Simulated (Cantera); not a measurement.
Input: 1 mol Si, a varied amount of Cl₂, 2.2 mol H₂, at 725 °C and 1.20 bar.

Equilibrium computed with Cantera from the NASA thermochemical tables; the gas is ideal and each condensed phase is pure. Candidate condensed phases: Si; 19 gas species. The tables' values for SiCl₃ are old estimates; treat these amounts as uncertain. Kinetics and transport are ignored.

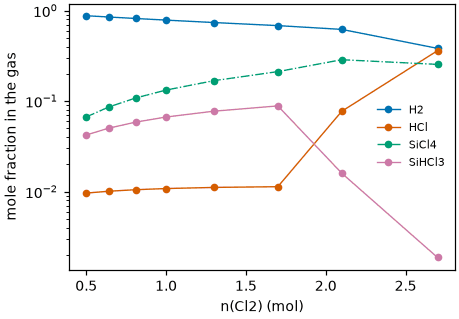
*Equilibrium gas composition (values under 1e-9 drawn at 1e-9)*

Problem. Read off the mole fractions at 0.5 mol Cl₂.

Solution. H₂ about 0.88, SiCl₄ about 0.067, SiHCl₃ about 0.042, HCl about 0.0096.
